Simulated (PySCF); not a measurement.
# S₃: structure of the triplet

The task is one start of a wider search on S₃: the triplet, from a obtuse triangle start. It is relaxed, tested by its Hessian and followed downhill if it is a saddle.

Program: PySCF 2.14.0. Level of theory: PBE0, basis S def2-TZVP, no relativity, density fitting. These are calculated values, not measurements.

## 1. The starting structure

3 atoms, charge 0, spin multiplicity 3.

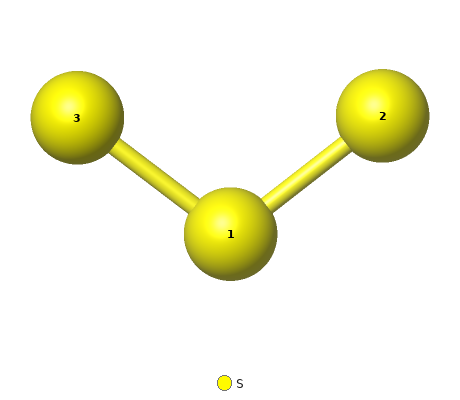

Start geometry, drawn with sulfur yellow; atoms are numbered from 1 in the order of the file.

```xyz
3
charge 0 multiplicity 3
S     0.0000    0.0000    0.0000
S     1.6068    1.2360    0.0000
S    -1.6068    1.2360    0.0000
```

## 2. First SCF at the start

One driver script runs all steps and calls PySCF; scf.py shows how it sets up the SCF of each step. The optimiser is the driver's own. After this first run the driver tries any further starts and a stability analysis.

Contents of scf.py:

```python
from pyscf import gto, scf, dft
mol = gto.M(atom='''
S      0.000000     0.000000     0.000000
S      1.606800     1.236000     0.000000
S     -1.606800     1.236000     0.000000''',
    basis={'S': 'def2-TZVP'},
    charge=0, spin=2)
mf = dft.UKS(mol, xc='PBE0')
mf.grids.atom_grid = (50, 194)
aux = {'S': 'def2-universal-JKFIT'}
mf = mf.density_fit(auxbasis=aux)
mf.conv_tol = 1e-08
mf.diis_space = 10
mf.max_cycle = 60
mf.init_guess = 'minao'
mf.verbose = 4
mf.kernel()
```

Launch:

```console
$ OMP_NUM_THREADS=4 python axn.py task.json out
```

Log:

```text
init E= -1194.37676759375
[... the frontier-level lines of each cycle are left out ...]
cycle= 1 E= -1194.13893675023  delta_E= 0.238  |g|= 0.155  |ddm|= 1.34
cycle= 2 E= -1194.12723923183  delta_E= 0.0117  |g|= 0.206  |ddm|= 0.269
cycle= 3 E= -1194.14986491702  delta_E= -0.0226  |g|= 0.0473  |ddm|= 0.199
cycle= 4 E= -1194.15118248866  delta_E= -0.00132  |g|= 0.00778  |ddm|= 0.0426
cycle= 5 E= -1194.15124595011  delta_E= -6.35e-05  |g|= 0.00388  |ddm|= 0.0151
cycle= 6 E= -1194.15125715224  delta_E= -1.12e-05  |g|= 0.00112  |ddm|= 0.00474
cycle= 7 E= -1194.15125886938  delta_E= -1.72e-06  |g|= 0.000347  |ddm|= 0.00237
cycle= 8 E= -1194.15125912731  delta_E= -2.58e-07  |g|= 0.000131  |ddm|= 0.00114
cycle= 9 E= -1194.15125915623  delta_E= -2.89e-08  |g|= 5.15e-05  |ddm|= 0.000373
cycle= 10 E= -1194.15125915941  delta_E= -3.18e-09  |g|= 1.05e-05  |ddm|= 0.000121
Extra cycle  E= -1194.15125915949  delta_E= -8.16e-11  |g|= 1.19e-05  |ddm|= 2.31e-05
converged SCF energy = -1194.15125915949  <S^2> = 2.0195066  2S+1 = 3.0129763
```

This step, with its further starts and checks, ran for 20 s (4 threads, shared host).

The starts that the driver tried:

| start | energy (Eh) |
| --- | --- |
| the minimal-basis guess | -1194.151259 |
| a thermally smeared density | -1194.151259 |
| a smeared PBE density | -1194.151259 |

The test of internal stability and the other starts found no lower solution of this spin.

## 3. Obtuse triangle start, triplet: relaxation

The program finds C2v symmetry in the start, which this walk keeps. The walk stops when the largest gradient is under 0.0003 Eh/bohr and the energy has settled too.

scf.py: that of step 2 with these lines changed.

```diff
@@ -3,3 +3,3 @@
-S      0.000000     0.000000     0.000000
-S      1.606800     1.236000     0.000000
-S     -1.606800     1.236000     0.000000''',
+S      0.000000    -0.824000     0.000000
+S      1.606800     0.412000     0.000000
+S     -1.606800     0.412000    -0.000000''',
@@ -15 +14,0 @@
-mf.init_guess = 'minao'
```

Steps of the walk:

| step | energy (Eh) | change (kJ/mol) | largest symmetric gradient (Eh/bohr) |
| --- | --- | --- | --- |
| 0 | -1194.151259 | 0.00 | 0.02489 |
| 1 | -1194.156706 | -14.30 | 0.01113 |
| 2 | -1194.158780 | -19.75 | 0.00116 |
| 3 | -1194.158815 | -19.84 | 0.00039 |
| 4 | -1194.158816 | -19.84 | 0.00004 |

The walk took 14 s.

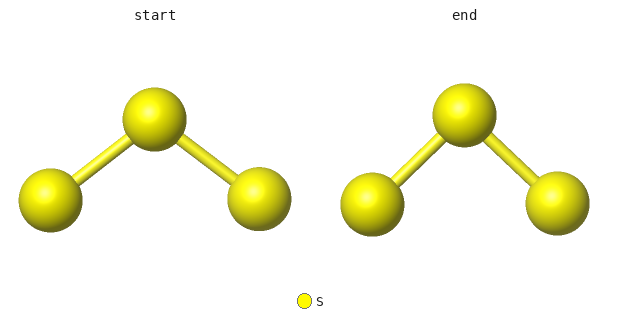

Start and end of the relaxation.

End point (C2v, 4 steps, 19.8 kJ/mol gained): S–S 1.975 Å (×2); S–S–S 92.4°.

## 4. Is it a minimum? Harmonic modes

The point is checked on the finer grid, and tightened if its gradient asks for it. The Hessian and the dipole derivatives come from central differences of analytic gradients, with steps of 0.02 bohr.

scf.py: that of step 3 with these lines changed.

```diff
@@ -3,3 +3,3 @@
-S      0.000000    -0.824000     0.000000
-S      1.606800     0.412000     0.000000
-S     -1.606800     0.412000    -0.000000''',
+S      0.000000    -0.910956    -0.000000
+S      1.425656     0.455478     0.000000
+S     -1.425656     0.455478     0.000000''',
@@ -9 +9 @@
-mf.grids.atom_grid = (50, 194)
+mf.grids.atom_grid = (75, 302)
@@ -12 +12 @@
-mf.conv_tol = 1e-08
+mf.conv_tol = 1e-10
```

The driver hands on the density of the step before, so the log starts near convergence.

Log of the central SCF (cycles and frontier levels):

```text
init E= -1194.15881226662
[... the frontier-level lines of each cycle are left out ...]
cycle= 1 E= -1194.15881226654  delta_E= 8.34e-11  |g|= 1.17e-05  |ddm|= 1.53e-05
cycle= 2 E= -1194.15881226583  delta_E= 7.1e-10  |g|= 3.37e-05  |ddm|= 4.41e-05
cycle= 3 E= -1194.15881226664  delta_E= -8.09e-10  |g|= 4.11e-07  |ddm|= 3.27e-05
cycle= 4 E= -1194.15881226663  delta_E= 4.77e-12  |g|= 8.97e-08  |ddm|= 3.44e-07
Extra cycle  E= -1194.15881226663  delta_E= -1.82e-12  |g|= 1.46e-07  |ddm|= 2.1e-07
converged SCF energy = -1194.15881226663  <S^2> = 2.0127328  2S+1 = 3.0084765
```

The whole step took 56 s.

Geometry: C2v; S–S 1.975 Å (×2); S–S–S 92.4°.

Harmonic modes (main isotopes):

```
symmetry  ω (cm⁻¹)  IR (km/mol)  μ (u)     type
      a1       216          0.7  31.97     bend
      b2       505         11.3  31.97  stretch
      a1       631          0.8  31.97  stretch
```

No imaginary mode, so this is a minimum.

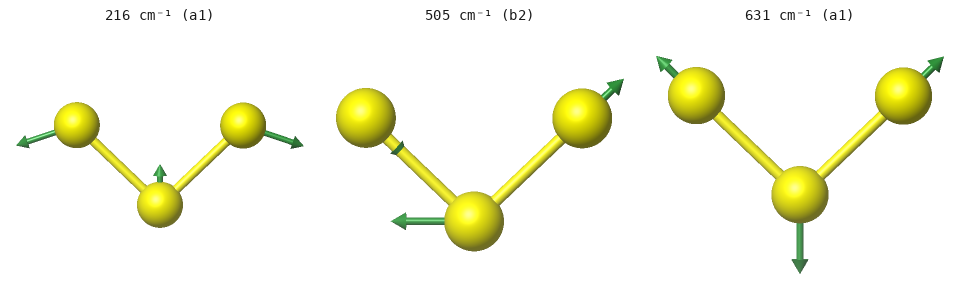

Displacements of 3 of the modes, as arrows (one member where a mode is degenerate).

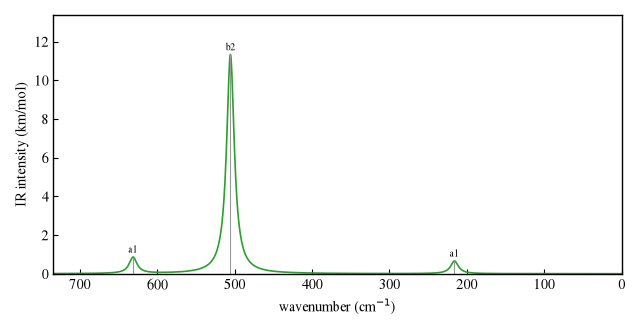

The harmonic infrared spectrum (widths in cm⁻¹). Lines are broadened to a width of 12 cm⁻¹ (Lorentzian).

Properties at this point:

| Property | Result |
| --- | --- |
| Dipole moment | 0.87 D |
| Highest occupied level | -6.74 eV |
| Lowest empty level | -4.43 eV |
| Rotational constants | 0.4236, 0.1297, 0.0993 cm⁻¹ |
| Zero-point energy | 8.1 kJ/mol |
| Principal polarisabilities | 31.3, 47.7, 99.1 bohr³ |
| Atomisation energy without zero-point energy | 624 kJ/mol |
| Principal traceless quadrupole moments about the centre of mass | -2.48, 0.84, 1.65 D Å |
| Entropy at 298.15 K and 1 bar (electronic part: spin only) | 287.3 J/(mol K) |
| Heat capacity Cp at 298.15 K | 50.1 J/(mol K) |
| Enthalpy at 298.15 K above 0 K | 12.28 kJ/mol |
| Rotational symmetry number | 2 |
| Spin squared ⟨S²⟩ | 2.013 |

Populations by atom (charges in e):

| atom | Mulliken | Löwdin | polar tensor | spin (Mulliken) | Mayer order to S1 |
| --- | --- | --- | --- | --- | --- |
| S1 | 0.17 | 0.09 | 0.26 | 0.42 | – |
| S2,3 | -0.08 | -0.05 | -0.13 | 0.79 | 1.41 |

Outer orbital energies (eV). α occupied: -17.42, -12.03, -11.97, -11.51, -8.91, -8.28, -7.67, -6.74; empty: -1.18, -0.89, 4.25, 4.84. β occupied: -24.13, -19.56, -16.36, -11.54, -11.23, -10.47, -7.78, -7.16; empty: -4.43, -3.90, -0.87, -0.43.

Mulliken populations on S1: s 5.84, p 9.70, d 0.28, f 0.02.

## 5. What came out

```
                                          quantity                          value
                                           minimum                   triplet, C2v
                                          geometry  S–S 1.975 Å (×2); S–S–S 92.4°
                                wavenumbers (cm⁻¹)   216 (a1), 505 (b2), 631 (a1)
                                     dipole moment                         0.87 D
highest occupied, lowest empty level (either spin)                -6.74, -4.43 eV
                         polar-tensor charge of S1                        +0.26 e
                                 zero-point energy                     8.1 kJ/mol
                               entropy at 298.15 K                287.3 J/(mol K)
         atomisation energy (no zero-point energy)                     624 kJ/mol
                                              ⟨S²⟩                          2.013
```

The obtuse triangle start keeps its C2v symmetry and ends in a minimum. The strongest infrared band lies at 505 cm⁻¹ (b2, stretch). Only this shape and spin were tried, so other structures or states may lie lower.

The search up to here took 90 s.
